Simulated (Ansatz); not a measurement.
# Geometry relaxation, with input and output: HfO3 (charge −1) (part 1 of 2)

- system: HfO3, charge −1, multiplicity 4
- method: UKS r2SCAN-D4/def2-TZVPD (Ansatz 0.2.0)

The geometry: r2SCAN-D4/def2-TZVPD start. Figures and captions count atoms from 1; the log counts them from 0 in places.

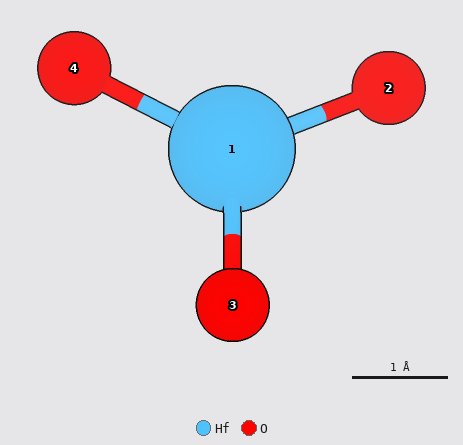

*The structure as given in the input (ball-and-stick view, seen at a tilt; atoms are numbered from 1 in the order of the input). Sticks mark near contacts.*

Bond lengths as drawn: Hf–O 1.88 to 1.91 Å.

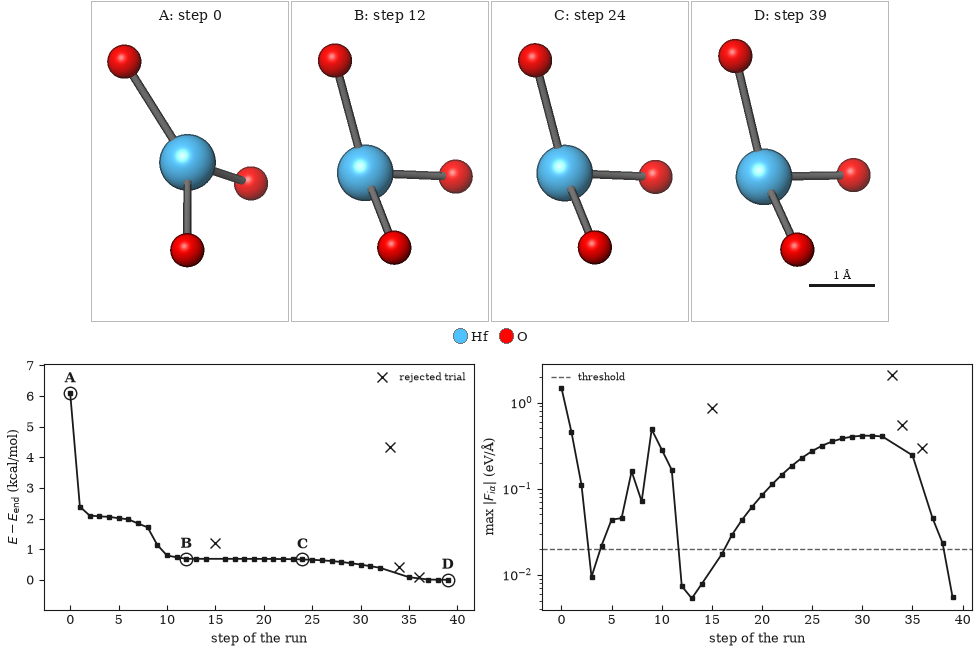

*Frames of the relaxation (ball-and-stick view, seen at a tilt) above the curves, on which the letters mark them (the first geometry is step 0 here and step 1 in the log).*

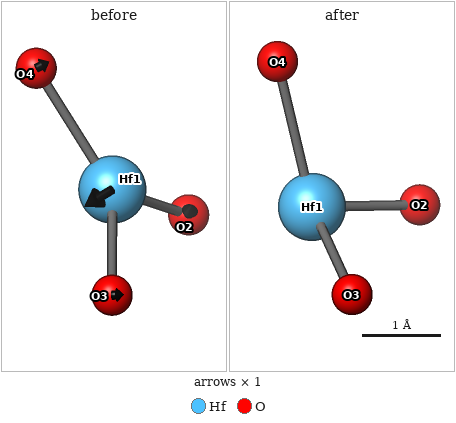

*Before (left) and after (right) the relaxation, at one scale (ball-and-stick view, seen at a tilt). The black arrows give the displacements, at true length.*

Hf1 moves most after the best rigid fit: 0.47 Å. Largest moves by element: Hf 0.47 Å, O 0.22 Å. Distances before and after: Hf1–O4 1.880 → 1.994 Å, Hf1–O3 1.905 → 1.993 Å, Hf1–O2 1.880 → 1.837 Å. Among the angles that change: O2–Hf1–O4 125.2° → 108.9°, O2–Hf1–O3 117.4° → 108.9°, O3–Hf1–O4 117.4° → 112.9°. The energy falls by 6.09 kcal/mol in 39 geometry steps. The largest force component goes from 1.5 to 0.0055 eV/Å. The line search rejected the trial steps at points 15, 33, 34, 36 (counted from 0) and went back. (Atoms are counted from 1 in the order of the input.)

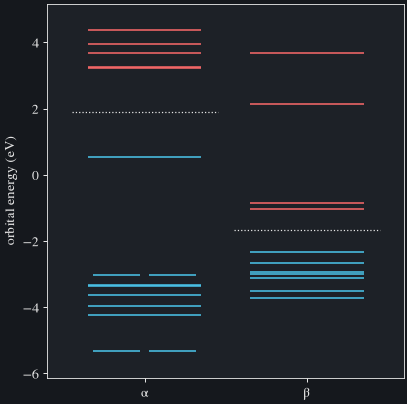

*Orbital energies near the frontier for α and β spins; the dotted line parts filled from empty levels, and levels within 0.02 eV of each other stand side by side.*

α: highest filled 0.55 eV, lowest empty 3.23 eV, 2.68 eV apart; β: highest filled −2.34 eV, lowest empty −1.02 eV, 1.32 eV apart.

The input that produced these results follows, with the program's output.

### The input
```yaml
crystal:
  periodic: [false, false, false]
  atoms:
    - {symbol: Hf, position_ang: [-0.025075, -0.025520, 0.025298]}
    - {symbol: O, position_ang: [0.808674, -1.490208, 0.858439]}
    - {symbol: O, position_ang: [1.058972, 1.089427, -1.075589]}
    - {symbol: O, position_ang: [-1.842561, 0.426300, 0.191852]}
basis:
  gaussian: {orbitals: def2-TZVPD}
total_charge: -1
magnetization: {spin_polarized: true, initial_magnetization: 3}
hamiltonian: {xc: r2scan, dispersion: d4}
scf: {lower_state_search: "off"}
output: {orbitals: {seedname: orbitals}}
relax: {f_tol: 0.02, max_steps: 100}
```

Launched with:
```bash
ansatz run in.yaml --threads 4 --pin off --events-out ev --progress --plain --max-ram 3916MiB
```

### Output
```
Functional definition: r2SCAN
  name "r2SCAN"
  cite "Furness, Kaplan, Ning, Perdew & Sun, J. Phys. Chem. Lett. 11, 8208 (2020) doi:10.1021/acs.jpclett.0c02405"
  cite "Furness, Kaplan, Ning, Perdew & Sun, J. Phys. Chem. Lett. 11, 9248 (2020) doi:10.1021/acs.jpclett.0c03077"
  parent r2scan
  parameter k0 = 0.174
  parameter k1 = 0.065
  parameter a1 = 4.9479
  exchange = r2scan_x(k0 = k0, k1 = k1, a1 = a1)
  correlation = r2scan_c
these checks for a lower state are left out or cut short: stability, starts, cluster_reference, orbital_swaps, neighbouring_geometries, increment
919 factors; their error is unknown
mean field evaluation 1: about -7446.1671 eV, gradient 2.6e1 eV
mean field evaluation 2: about -7417.3163 eV, gradient 8.6e1 eV
mean field evaluation 4: about -7446.2697 eV, gradient 2.2e1 eV
mean field evaluation 8: about -7446.6286 eV, gradient 2.1e1 eV
mean field evaluation 16: about -7448.9136 eV, gradient 7.1e-2 eV
mean field evaluation 32: about -7448.9148 eV, gradient 1.3e-4 eV
mean field -7448.91476089 eV, -273.7425684070 hartree, gradient 6.3e-6 eV, S^2 3.772212; 0 other end points of the search recorded, 0 dependent functions left out
the calculation of the forces begins
reference -7448.91478839 eV, -273.7425694174 hartree; 20, 17 occupied and 143, 146 virtual orbitals, 919 factors
relax step   1: F+E_penalty+E_count = -7448.93685107 eV  Δ(F+E_penalty+E_count) = +0.000e0 eV  max|allowed force component| = 1.485e0 eV/Å  Δτ_max = 0.0000 Å  (129 SCF iters, accepted)
these checks for a lower state are left out or cut short: stability, starts, cluster_reference, orbital_swaps, neighbouring_geometries, increment
919 factors; their error is unknown
mean field -7449.07549672 eV, -273.7484753396 hartree, gradient 3.3e-6 eV, S^2 3.771648; 0 other end points of the search recorded, 0 dependent functions left out
[... from here on the field's lines of each further geometry are left out, up to the last ...]
relax step   2: F+E_penalty+E_count = -7449.09714226 eV  Δ(F+E_penalty+E_count) = -1.603e-1 eV  max|allowed force component| = 4.546e-1 eV/Å  Δτ_max = 0.0554 Å  (46 SCF iters, accepted)
relax step   3: F+E_penalty+E_count = -7449.10976233 eV  Δ(F+E_penalty+E_count) = -1.262e-2 eV  max|allowed force component| = 1.106e-1 eV/Å  Δτ_max = 0.0157 Å  (35 SCF iters, accepted)
relax step   4: F+E_penalty+E_count = -7449.11099418 eV  Δ(F+E_penalty+E_count) = -1.232e-3 eV  max|allowed force component| = 9.435e-3 eV/Å  Δτ_max = 0.0083 Å  (30 SCF iters, accepted)
relax step   5: F+E_penalty+E_count = -7449.11163469 eV  Δ(F+E_penalty+E_count) = -6.405e-4 eV  max|allowed force component| = 2.175e-2 eV/Å  Δτ_max = 0.0346 Å  (37 SCF iters, accepted)
relax step   6: F+E_penalty+E_count = -7449.11358713 eV  Δ(F+E_penalty+E_count) = -1.952e-3 eV  max|allowed force component| = 4.358e-2 eV/Å  Δτ_max = 0.0347 Å  (37 SCF iters, accepted)
relax step   7: F+E_penalty+E_count = -7449.11512740 eV  Δ(F+E_penalty+E_count) = -1.540e-3 eV  max|allowed force component| = 4.533e-2 eV/Å  Δτ_max = 0.0170 Å  (35 SCF iters, accepted)
relax step   8: F+E_penalty+E_count = -7449.12102883 eV  Δ(F+E_penalty+E_count) = -5.901e-3 eV  max|allowed force component| = 1.585e-1 eV/Å  Δτ_max = 0.0597 Å  (42 SCF iters, accepted)
relax step   9: F+E_penalty+E_count = -7449.12651496 eV  Δ(F+E_penalty+E_count) = -5.486e-3 eV  max|allowed force component| = 7.107e-2 eV/Å  Δτ_max = 0.0279 Å  (33 SCF iters, accepted)
relax step  10: F+E_penalty+E_count = -7449.15146652 eV  Δ(F+E_penalty+E_count) = -2.495e-2 eV  max|allowed force component| = 4.875e-1 eV/Å  Δτ_max = 0.1972 Å  (49 SCF iters, accepted)
relax step  11: F+E_penalty+E_count = -7449.16636324 eV  Δ(F+E_penalty+E_count) = -1.490e-2 eV  max|allowed force component| = 2.845e-1 eV/Å  Δτ_max = 0.0798 Å  (44 SCF iters, accepted)
relax step  12: F+E_penalty+E_count = -7449.16894616 eV  Δ(F+E_penalty+E_count) = -2.583e-3 eV  max|allowed force component| = 1.650e-1 eV/Å  Δτ_max = 0.0423 Å  (44 SCF iters, accepted)
relax step  13: F+E_penalty+E_count = -7449.17110430 eV  Δ(F+E_penalty+E_count) = -2.158e-3 eV  max|allowed force component| = 7.358e-3 eV/Å  Δτ_max = 0.0173 Å  (41 SCF iters, accepted)
relax step  14: F+E_penalty+E_count = -7449.17111150 eV  Δ(F+E_penalty+E_count) = -7.201e-6 eV  max|allowed force component| = 5.298e-3 eV/Å  Δτ_max = 0.0014 Å  (46 SCF iters, accepted)
relax step  15: F+E_penalty+E_count = -7449.17111302 eV  Δ(F+E_penalty+E_count) = -1.523e-6 eV  max|allowed force component| = 7.831e-3 eV/Å  Δτ_max = 0.0003 Å  (51 SCF iters, accepted)
relax step  16: F+E_penalty+E_count = -7449.14856850 eV  Δ(F+E_penalty+E_count) = +2.254e-2 eV  max|allowed force component| = 8.638e-1 eV/Å  Δτ_max = 0.0930 Å  (62 SCF iters, rejected (line search))
relax step  17: F+E_penalty+E_count = -7449.17111841 eV  Δ(F+E_penalty+E_count) = -5.386e-6 eV  max|allowed force component| = 1.736e-2 eV/Å  Δτ_max = 0.0008 Å  (51 SCF iters, accepted)
relax step  18: F+E_penalty+E_count = -7449.17112710 eV  Δ(F+E_penalty+E_count) = -8.689e-6 eV  max|allowed force component| = 2.892e-2 eV/Å  Δτ_max = 0.0010 Å  (52 SCF iters, accepted)
relax step  19: F+E_penalty+E_count = -7449.17114209 eV  Δ(F+E_penalty+E_count) = -1.499e-5 eV  max|allowed force component| = 4.325e-2 eV/Å  Δτ_max = 0.0012 Å  (52 SCF iters, accepted)
relax step  20: F+E_penalty+E_count = -7449.17116832 eV  Δ(F+E_penalty+E_count) = -2.624e-5 eV  max|allowed force component| = 6.126e-2 eV/Å  Δτ_max = 0.0015 Å  (48 SCF iters, accepted)
relax step  21: F+E_penalty+E_count = -7449.17121393 eV  Δ(F+E_penalty+E_count) = -4.561e-5 eV  max|allowed force component| = 8.388e-2 eV/Å  Δτ_max = 0.0019 Å  (48 SCF iters, accepted)
relax step  22: F+E_penalty+E_count = -7449.17129188 eV  Δ(F+E_penalty+E_count) = -7.794e-5 eV  max|allowed force component| = 1.119e-1 eV/Å  Δτ_max = 0.0024 Å  (48 SCF iters, accepted)
relax step  23: F+E_penalty+E_count = -7449.17142201 eV  Δ(F+E_penalty+E_count) = -1.301e-4 eV  max|allowed force component| = 1.458e-1 eV/Å  Δτ_max = 0.0029 Å  (46 SCF iters, accepted)
relax step  24: F+E_penalty+E_count = -7449.17163329 eV  Δ(F+E_penalty+E_count) = -2.113e-4 eV  max|allowed force component| = 1.851e-1 eV/Å  Δτ_max = 0.0035 Å  (46 SCF iters, accepted)
relax step  25: F+E_penalty+E_count = -7449.17196561 eV  Δ(F+E_penalty+E_count) = -3.323e-4 eV  max|allowed force component| = 2.283e-1 eV/Å  Δτ_max = 0.0041 Å  (45 SCF iters, accepted)
relax step  26: F+E_penalty+E_count = -7449.17246986 eV  Δ(F+E_penalty+E_count) = -5.042e-4 eV  max|allowed force component| = 2.730e-1 eV/Å  Δτ_max = 0.0046 Å  (44 SCF iters, accepted)
relax step  27: F+E_penalty+E_count = -7449.17320396 eV  Δ(F+E_penalty+E_count) = -7.341e-4 eV  max|allowed force component| = 3.156e-1 eV/Å  Δτ_max = 0.0049 Å  (45 SCF iters, accepted)
relax step  28: F+E_penalty+E_count = -7449.17422388 eV  Δ(F+E_penalty+E_count) = -1.020e-3 eV  max|allowed force component| = 3.530e-1 eV/Å  Δτ_max = 0.0051 Å  (45 SCF iters, accepted)
relax step  29: F+E_penalty+E_count = -7449.17556895 eV  Δ(F+E_penalty+E_count) = -1.345e-3 eV  max|allowed force component| = 3.823e-1 eV/Å  Δτ_max = 0.0050 Å  (45 SCF iters, accepted)
relax step  30: F+E_penalty+E_count = -7449.17724653 eV  Δ(F+E_penalty+E_count) = -1.678e-3 eV  max|allowed force component| = 4.019e-1 eV/Å  Δτ_max = 0.0048 Å  (44 SCF iters, accepted)
relax step  31: F+E_penalty+E_count = -7449.17922289 eV  Δ(F+E_penalty+E_count) = -1.976e-3 eV  max|allowed force component| = 4.113e-1 eV/Å  Δτ_max = 0.0046 Å  (47 SCF iters, accepted)
relax step  32: F+E_penalty+E_count = -7449.18142825 eV  Δ(F+E_penalty+E_count) = -2.205e-3 eV  max|allowed force component| = 4.114e-1 eV/Å  Δτ_max = 0.0047 Å  (44 SCF iters, accepted)
relax step  33: F+E_penalty+E_count = -7449.18376836 eV  Δ(F+E_penalty+E_count) = -2.340e-3 eV  max|allowed force component| = 4.031e-1 eV/Å  Δτ_max = 0.0050 Å  (43 SCF iters, accepted)
relax step  34: F+E_penalty+E_count = -7449.01258958 eV  Δ(F+E_penalty+E_count) = +1.712e-1 eV  max|allowed force component| = 2.103e0 eV/Å  Δτ_max = 0.1954 Å  (68 SCF iters, rejected (line search))
relax step  35: F+E_penalty+E_count = -7449.18307321 eV  Δ(F+E_penalty+E_count) = +6.952e-4 eV  max|allowed force component| = 5.438e-1 eV/Å  Δτ_max = 0.0840 Å  (59 SCF iters, rejected (line search))
relax step  36: F+E_penalty+E_count = -7449.19709176 eV  Δ(F+E_penalty+E_count) = -1.332e-2 eV  max|allowed force component| = 2.435e-1 eV/Å  Δτ_max = 0.0400 Å  (59 SCF iters, accepted)
relax step  37: F+E_penalty+E_count = -7449.19639973 eV  Δ(F+E_penalty+E_count) = +6.920e-4 eV  max|allowed force component| = 2.946e-1 eV/Å  Δτ_max = 0.0307 Å  (59 SCF iters, rejected (line search))
relax step  38: F+E_penalty+E_count = -7449.20040314 eV  Δ(F+E_penalty+E_count) = -3.311e-3 eV  max|allowed force component| = 4.542e-2 eV/Å  Δτ_max = 0.0151 Å  (52 SCF iters, accepted)
the calculation of the forces begins
reference -7449.17881637 eV, -273.7522722669 hartree; 20, 17 occupied and 143, 146 virtual orbitals, 919 factors
relax step  39: F+E_penalty+E_count = -7449.20071770 eV  Δ(F+E_penalty+E_count) = -3.146e-4 eV  max|allowed force component| = 2.332e-2 eV/Å  Δτ_max = 0.0112 Å  (45 SCF iters, accepted)
these checks for a lower state are left out or cut short: stability, starts, cluster_reference, orbital_swaps, neighbouring_geometries, increment
919 factors; their error is unknown
mean field -7449.17879400 eV, -273.7522714446 hartree, gradient 2.3e-6 eV, S^2 3.772459; 0 other end points of the search recorded, 0 dependent functions left out
the calculation of the forces begins
reference -7449.17883280 eV, -273.7522728708 hartree; 20, 17 occupied and 143, 146 virtual orbitals, 919 factors
relax step  40: F+E_penalty+E_count = -7449.20073669 eV  Δ(F+E_penalty+E_count) = -1.899e-5 eV  max|allowed force component| = 5.460e-3 eV/Å  Δτ_max = 0.0017 Å  (46 SCF iters, accepted)
Total energy: -7449.20077550 eV, -273.7530792501 hartree
Atom 0 at     0.104365     0.245537     0.383394 Å, force    -0.001144    -0.000469     0.005460 eV/Å
Atom 1 at     0.671762    -1.476729     0.677077 Å, force     0.000052    -0.001672     0.000212 eV/Å
Atom 2 at     1.095365     0.993470    -1.175963 Å, force     0.001369     0.002061    -0.004507 eV/Å
Atom 3 at    -1.871482     0.237722     0.115491 Å, force    -0.000277     0.000080    -0.001165 eV/Å
Dipole moment:    -0.067526     0.150808    -0.065954 e Å
Checks for a lower state left out: stability, starts, cluster_reference, orbital_swaps, neighbouring_geometries, increment
```

### Trajectory as extended XYZ (Å, eV, eV/Å), 40 frames, from step=1 to step=40
```
4
Properties=species:S:1:pos:R:3:forces:R:3 step=1 energy=-7448.93685
Hf   -0.0251   -0.0255    0.0253   -1.1367  -1.1728   1.1572
O     0.8087   -1.4902    0.8584    0.5652  -0.6741   0.3342
O     1.0590    1.0894   -1.0756    1.4459   1.4847  -1.4666
O    -1.8426    0.4263    0.1919   -0.8744   0.3622  -0.0247
4
Properties=species:S:1:pos:R:3:forces:R:3 step=2 energy=-7449.09714
Hf   -0.0502   -0.0511    0.0506   -0.4421  -0.4546   0.4489
O     0.8532   -1.5211    0.8687   -0.0826   0.1710  -0.1013
O     1.0832    1.1137   -1.0997    0.3133   0.3234  -0.3190
O    -1.8862    0.4585    0.1804    0.2114  -0.0398  -0.0286
4
Properties=species:S:1:pos:R:3:forces:R:3 step=3 energy=-7449.10976
Hf   -0.0590   -0.0604    0.0597   -0.1040  -0.1070   0.1057
O     0.8527   -1.5208    0.8686   -0.0653   0.0858  -0.0443
O     1.0916    1.1228   -1.1086    0.0588   0.0615  -0.0604
O    -1.8853    0.4583    0.1803    0.1106  -0.0402  -0.0009
4
Properties=species:S:1:pos:R:3:forces:R:3 step=4 energy=-7449.11099
Hf   -0.0595   -0.0612    0.0605    0.0076   0.0081  -0.0079
O     0.8453   -1.5191    0.8694   -0.0094  -0.0029   0.0046
O     1.0960    1.1278   -1.1134    0.0027   0.0033  -0.0031
O    -1.8817    0.4525    0.1835   -0.0009  -0.0084   0.0063
```
